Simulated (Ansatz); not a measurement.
**SnSe2 (P-3m1): how far a G0W0 gap depends on its settings**

Aim: test how the G0W0 gap of SnSe2 built on the CdI2 prototype moves with the number of bands, the screening cutoff and the other choices.

The runs shown are made with Ansatz 0.2.0. G0W0, plane waves. Computed at 0 K without zero-point motion; spin polarisation is off.

3 further runs of the same task are left out: 3 that didn't finish. Runs told in other sessions of the task aren't counted.

### Step 1. The system as given

The cell was relaxed beforehand with r2SCAN+rVV10.

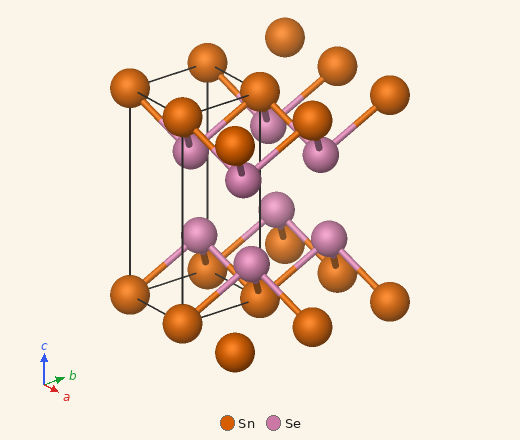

View slightly off an axis; tin orange, selenium pink. 2×2×1 cells are drawn.

Structure file:

```cif
data_structure
_symmetry_space_group_name_H-M 'P-3m1'
_symmetry_Int_Tables_number 164
_cell_length_a 3.8251
_cell_length_b 3.8251
_cell_length_c 6.2271
_cell_angle_alpha 90.000
_cell_angle_beta 90.000
_cell_angle_gamma 120.000
_cell_volume 78.91
loop_
_atom_site_label
_atom_site_type_symbol
_atom_site_symmetry_multiplicity
_atom_site_Wyckoff_symbol
_atom_site_fract_x
_atom_site_fract_y
_atom_site_fract_z
_atom_site_occupancy
Sn1 Sn 1 a 0.00000 0.00000 0.00000 1
Se1 Se 2 d 0.33333 0.66667 0.25308 1
```

### Step 2. From PBE, 120 empty bands, 150 eV

The input, input.yaml:

```yaml
crystal:
  lattice:
    - [3.8251493285, 0.0, 0.0]
    - [-1.9125746643, 3.3126764918, 0.0]
    - [0.0, 0.0, 6.2270790148]
  atoms:
    - { symbol: Sn, position: [0.0, 0.0, 0.0] }
    - { symbol: Se, position: [0.3333333333, 0.6666666667, 0.2530782257] }
    - { symbol: Se, position: [0.6666666667, 0.3333333333, 0.7469217743] }
kpoints:
  mp_grid: { grid: [6, 6, 2] }
hamiltonian:
  xc: pbe
scf:
  occupations: { method: fixed }
gw:
  n_empty_bands: 120
  ecut_chi: 150
  qp_bands: [v1, c1]
  qp_kpoints: band_edges
  screening: { model: contour_deformation }
```

Launch:

```console
> ansatz run input.yaml --threads 4 --pin off --max-ram 3686MiB --backend cpu --events-out ev --progress --plain --runs-dir out
```

Log, shortened:

```text
Warning: RAYON_NUM_THREADS=4 ignored (pool sized by the plan → 4); use --threads N
[...]
Pseudopotentials: kind: paw
Pseudopotential: Sn, paw, valence charge 14, recommended cutoff 420 eV (normal), Sn.paw.azcp
Pseudopotential: Se, paw, valence charge 16, recommended cutoff 420 eV (normal), Se.paw.azcp
Functional definition: PBE
[...]
Crystal: 3 atoms, lattice volume = 78.906 Å³
Basis set: ecut = 420 eV, 1545 PW (Γ)
Bands: 28, of which v1, the nominal top of the filled ones, is band 23 counted from 1 (22 counted from 0)
Symmetry: 12 space group operations
Space group: P-3m1 (ITA 164), of the structure as read, at distance tolerance 4.3e-5 Å
k-points: 14 of 72
[...]
SCF iter   1: F=—  HF=-16963.345561 eV  |F-HF|=—  |Δ(HF+E_count)|=         —  Δρ=1.50e-3  dr2=2.79e-3  ethr=1.77e-3  ⟨swp⟩=5.0  Hψ=1426  notcnv=0  defer=37
[...]
SCF iter   6: F=-16963.344550 eV  HF=-16963.344550 eV  |F-HF|=3.31e-8  |Δ(HF+E_count)|=   3.20e-7  Δρ=5.34e-6  dr2=2.99e-8  ethr=2.17e-10  ⟨swp⟩=8.6  Hψ=1746  notcnv=0
[...]
NSCF: frozen V_eff on 14 k-points
G₀W₀ screening: q 1/14
G₀W₀ screening: q 2/14 (q-point 11)
G₀W₀ screening: q 3/14 (q-point 12)
G₀W₀ screening: q 4/14 (q-point 3)
G₀W₀ screening: q 5/14 (q-point 4)
G₀W₀ screening: q 6/14 (q-point 5)
G₀W₀ screening: q 7/14 (q-point 6)
G₀W₀ screening: q 8/14 (q-point 9)
G₀W₀ screening: q 9/14 (q-point 10)
G₀W₀ screening: q 10/14 (q-point 7)
G₀W₀ screening: q 11/14 (q-point 8)
G₀W₀ screening: q 12/14 (q-point 13)
[...]
     2    24     10.0130   -12.2539    -3.3120   -15.9080  0.7345    10.3590    10.3552  root
     3    23      7.5703   -17.4055     1.7601   -15.3472  0.7240     7.2691     7.2721  root
     3    24      9.9540   -11.4218    -3.3772   -15.1214  0.7392    10.2791    10.2764  root
     4    23      7.6289   -17.5821     1.7763   -15.5011  0.7250     7.3211     7.3242  root
     4    24      9.2919   -11.1054    -3.1568   -14.5227  0.7496     9.5542     9.5524  root
     5    23      7.2802   -17.2683     1.9262   -15.0208  0.7155     6.9542     6.9589  root
     5    24      8.9603   -10.9929    -3.0540   -14.3003  0.7529     9.2152     9.2137  root
     6    23      7.5296   -17.5703     1.8292   -15.4286  0.7226     7.2135     7.2171  root
     6    24      8.9517   -11.4649    -2.9033   -14.5849  0.7519     9.1695     9.1685  root
     7    23      7.1374   -17.2358     2.0027   -14.9048  0.7086     6.8044     6.8091  root
     7    24      8.5366   -11.2535    -2.8254   -14.2981  0.7522     8.7567     8.7558  root
     8    23      7.6155   -17.4503     1.9245   -15.1883  0.7233     7.2739     7.2780  root
     8    24      9.8907   -11.5676    -3.4100   -15.3040  0.7324    10.2209    10.2171  root
    11    23      7.2763   -17.3268     2.0715   -14.8987  0.7159     6.9135     6.9198  root
    11    24      9.5438   -11.5362    -3.2803   -15.1199  0.7381     9.8504     9.8473  root
    12    23      6.2562   -16.5057     2.5001   -13.6585  0.6657     5.9046     5.9091  root
    12    24      9.0408   -10.4597    -3.0985   -13.7843  0.7506     9.2680     9.2668  root
    13    23      7.3947   -17.4567     1.9944   -15.1258  0.7179     7.0532     7.0582  root
    13    24     10.1229   -11.7787    -3.6709   -15.8033  0.7149    10.4802    10.4766  root
```

Wall time 33 s (4 threads of Intel Xeon 6975P-C (Granite Rapids), shared host); peak memory 0.65 GiB.

On its 6×6×2 mesh the gap goes from 0.79 eV (PBE) to 1.30 eV, a shift of +0.51 eV, with 120 empty bands and a screening cutoff of 150 eV. The renormalisation factors Z of the two edge bands lie between 0.67 and 0.77.

### Step 3. From LDA, 15 empty bands, 60 eV

Changes to input.yaml since step 2:

```diff
@@ -12,3 +12,3 @@
 hamiltonian:
-  xc: pbe
+  xc: lda
 scf:
@@ -16,4 +16,4 @@
 gw:
-  n_empty_bands: 120
-  ecut_chi: 150
+  n_empty_bands: 15
+  ecut_chi: 60
   qp_bands: [v1, c1]
```

Launch:

```console
> ansatz run input.yaml --threads 4 --pin off --max-ram 3686MiB --backend cpu --events-out ev --progress --plain --runs-dir out
```

Log, shortened:

```text
Warning: RAYON_NUM_THREADS=4 ignored (pool sized by the plan → 4); use --threads N
[...]
[... 3 set-up lines as earlier in the session ...]
Functional definition: SPW92
[...]
Crystal: 3 atoms, lattice volume = 78.906 Å³
Basis set: ecut = 420 eV, 1545 PW (Γ)
Bands: 28, of which v1, the nominal top of the filled ones, is band 23 counted from 1 (22 counted from 0)
[... 2 set-up lines as earlier in the session ...]
k-points: 14 of 72
[...]
SCF iter   1: F=—  HF=-16647.004780 eV  |F-HF|=—  |Δ(HF+E_count)|=         —  Δρ=5.26e-3  dr2=9.80e-3  ethr=1.77e-3  ⟨swp⟩=5.0  Hψ=1424  notcnv=0  defer=36
[...]
     6    23      7.2455   -17.5762     2.5228   -15.7434  0.7192     7.9203     7.9355  root
     6    24      8.5631   -11.6165    -2.0455   -15.0246  0.7491     9.9243     9.9257  root
     7    23      6.8426   -17.2268     2.6461   -15.2056  0.7034     7.4520     7.4674  root
     7    24      8.1198   -11.4165    -1.9499   -14.7361  0.7487     9.4743     9.4895  root
     8    23      7.3257   -17.4312     2.6147   -15.4877  0.7205     7.9829     7.9970  root
     8    24      9.4874   -11.6695    -2.4758   -15.7257  0.7284    11.0190    11.0679  root
    11    23      6.9795   -17.2974     2.7234   -15.1905  0.7098     7.5804     7.5959  root
    11    24      9.1365   -11.6322    -2.3948   -15.5310  0.7347    10.6279    10.6404  root
    12    23      5.9351   -16.4548     3.0277   -13.9327  0.6637     6.4298     6.4406  root
    12    24      8.6075   -10.4862    -2.2927   -14.1401  0.7482     9.9680     9.9687  root
    13    23      7.1065   -17.4445     2.6659   -15.4292  0.7134     7.7418     7.7571  root
    13    24      9.7255   -11.8735    -2.6620   -16.2244  0.7111    11.2778    11.4143  root ?
```

Wall time 5.5 s (4 threads of Intel Xeon 6975P-C (Granite Rapids), shared host); peak memory 0.4 GiB.

With 15 empty bands and 60 eV for the screening, the 6×6×2 mesh shows 0.66 eV for LDA and 1.28 eV for the quasiparticles (+0.62 eV). The renormalisation factors Z of the two edge bands lie between 0.66 and 0.77.

### Step 4. From PBE, 60 empty bands, 80 eV

Changes to input.yaml since step 3:

```diff
@@ -12,3 +12,3 @@
 hamiltonian:
-  xc: lda
+  xc: pbe
 scf:
@@ -16,4 +16,4 @@
 gw:
-  n_empty_bands: 15
-  ecut_chi: 60
+  n_empty_bands: 60
+  ecut_chi: 80
   qp_bands: [v1, c1]
```

Launch:

```console
> ansatz run input.yaml --threads 4 --pin off --max-ram 3686MiB --backend cpu --events-out ev --progress --plain --runs-dir out
```

Log, shortened:

```text
Warning: RAYON_NUM_THREADS=4 ignored (pool sized by the plan → 4); use --threads N
[...]
[... 4 set-up lines as earlier in the session ...]
[...]
Crystal: 3 atoms, lattice volume = 78.906 Å³
Basis set: ecut = 420 eV, 1545 PW (Γ)
Bands: 28, of which v1, the nominal top of the filled ones, is band 23 counted from 1 (22 counted from 0)
[... 2 set-up lines as earlier in the session ...]
k-points: 14 of 72
[...]
SCF iter   1: F=—  HF=-16963.345561 eV  |F-HF|=—  |Δ(HF+E_count)|=         —  Δρ=1.50e-3  dr2=2.79e-3  ethr=1.77e-3  ⟨swp⟩=5.0  Hψ=1426  notcnv=0  defer=37
[...]
     6    23      7.5296   -17.5703     2.1085   -15.4286  0.7250     7.4964     7.4964  root
     6    24      8.9517   -11.4649    -2.6221   -14.5849  0.7539     9.4562     9.4496  root
     7    23      7.1374   -17.2358     2.2624   -14.9048  0.7106     7.0685     7.0688  root
     7    24      8.5366   -11.2535    -2.5510   -14.2981  0.7540     9.0357     9.0302  root
     8    23      7.6155   -17.4503     2.2006   -15.1883  0.7257     7.5539     7.5541  root
     8    24      9.8907   -11.5676    -3.1164   -15.3040  0.7346    10.5276    10.5107  root
    11    23      7.2763   -17.3268     2.3339   -14.8987  0.7181     7.1818     7.1822  root
    11    24      9.5438   -11.5362    -2.9907   -15.1199  0.7402    10.1511    10.1370  root
    12    23      6.2562   -16.5057     2.7163   -13.6585  0.6681     6.1243     6.1253  root
    12    24      9.0408   -10.4597    -2.8338   -13.7843  0.7524     9.5382     9.5315  root
    13    23      7.3947   -17.4567     2.2642   -15.1258  0.7202     7.3278     7.3280  root
    13    24     10.1229   -11.7787    -3.3722   -15.8033  0.7175    10.7932    10.7753  root
```

It took 9.5 s on 4 threads of Intel Xeon 6975P-C (Granite Rapids), shared host; peak memory 0.44 GiB.

With 60 empty bands and 80 eV for the screening, the 6×6×2 mesh shows 0.79 eV for PBE and 1.28 eV for the quasiparticles (+0.49 eV). The renormalisation factors Z of the two edge bands lie between 0.67 and 0.77.

### Step 5. Results

| start | potentials | frequencies | empty bands | cutoff (eV) | mesh | Kohn-Sham gap (eV) | G0W0 gap (eV) |
| --- | --- | --- | --- | --- | --- | --- | --- |
| PBE | PAW | full | 120 | 150 | 6×6×2 | 0.79 | 1.30 |
| LDA | PAW | full | 15 | 60 | 6×6×2 | 0.66 | 1.28 |
| PBE | PAW | full | 60 | 80 | 6×6×2 | 0.79 | 1.28 |

Gaps are those on each run's own mesh.

**Reading.** Over the runs in the table the G0W0 gap on the mesh spans 1.28 to 1.30 eV, and the shift from the starting levels +0.49 to +0.62 eV; where more than one setting differs between two runs, no single one explains their difference. G0W0 values are finite-basis, finite-mesh values. Spin-orbit coupling is left out.
